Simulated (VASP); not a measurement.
Band structure of BaZn2As2 (space group I4/mmm). All values below come from PBEsol GGA, VASP's PBE PAW potentials (set 64) (plane waves; VASP).

Unless said otherwise, spin-orbit coupling is left out, though it shifts the bands of the heavy elements here.

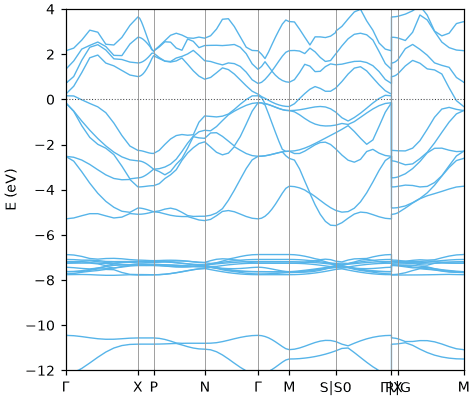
*Bands along high-symmetry lines, zero at the valence-band maximum or, without a gap, the Fermi level*

**Question.** Read the plot: is there a gap, and where are the band edges?

**Answer.** It has no gap at this level: it comes out as a metal or semimetal. (Edges off the drawn lines would not show.)

The structure comes from a computed database's BaZn2As2 entry (I4/mmm); how it stands against other phases isn't given here. It was relaxed first.
